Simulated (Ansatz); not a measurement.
Base system: CdSe in the wurtzite structure (space group P6_3mc, No. 186; a = 4.383 Å, c = 7.155 Å).

The same geometry is solved again with r2SCAN.

Levels (all Ansatz, a program for electronic structure, PAW, earlier PAW set): r2SCAN (500 eV, no spin-orbit coupling); PBE (420 eV, scalar-relativistic without spin-orbit coupling).

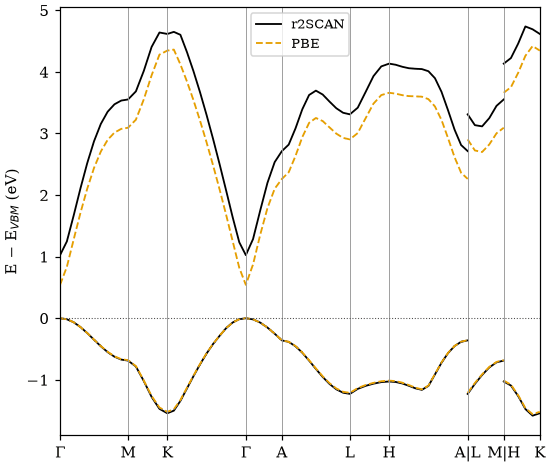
Figure: Highest valence and lowest conduction band along the path, each from its own valence-band maximum

### Question
From the figure, how large is the r2SCAN gap, and is it direct?

### Answer
About 1.0 eV, direct at Γ.

Single points use the geometry relaxed with PBE. Gaps are Kohn–Sham eigenvalue differences; semilocal functionals usually give less than the measured gap. No phonon test of stability was made.
